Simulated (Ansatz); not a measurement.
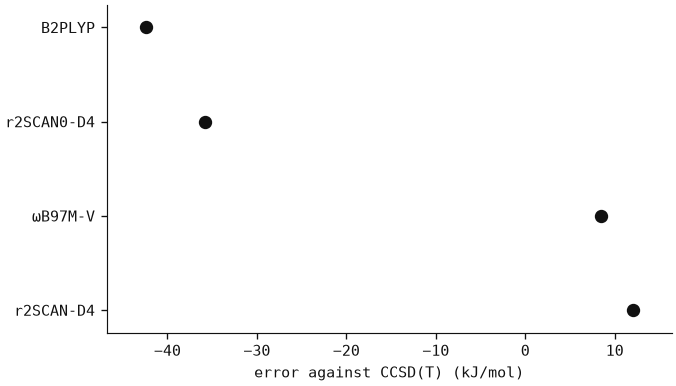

Error in the electronic atomisation energy (method less reference, so positive means overbinding) of CH₃FSSi, SMILES F[Si@@H]1CS1: functionals in def2-TZVPP against frozen-core CCSD(T) at the limit (MP2 extrapolated from triple and quadruple zeta, plus CCSD(T) less MP2 in a smaller set), which gives 2578.9 kJ/mol, at a PBE0-D4/def2-TZVP geometry (a minimum by its frequencies), no zero-point or spin-orbit term, the Ansatz code. The reference leaves out core correlation, a term that grows with the number of heavy atoms. B2PLYP holds a correlation term that converges slowly with the basis, so part of the distance to the limit is basis error. No dispersion term is added to B2PLYP.

Q: What range do the values span?

A: From −42.4 kJ/mol (B2PLYP) to 12.0 kJ/mol (r2SCAN-D4).

Q: Give the values.

A:
| level | kJ/mol |
| --- | --- |
| B2PLYP | −42.4 |
| r2SCAN0-D4 | −35.8 |
| ωB97M-V | 8.5 |
| r2SCAN-D4 | 12.0 |
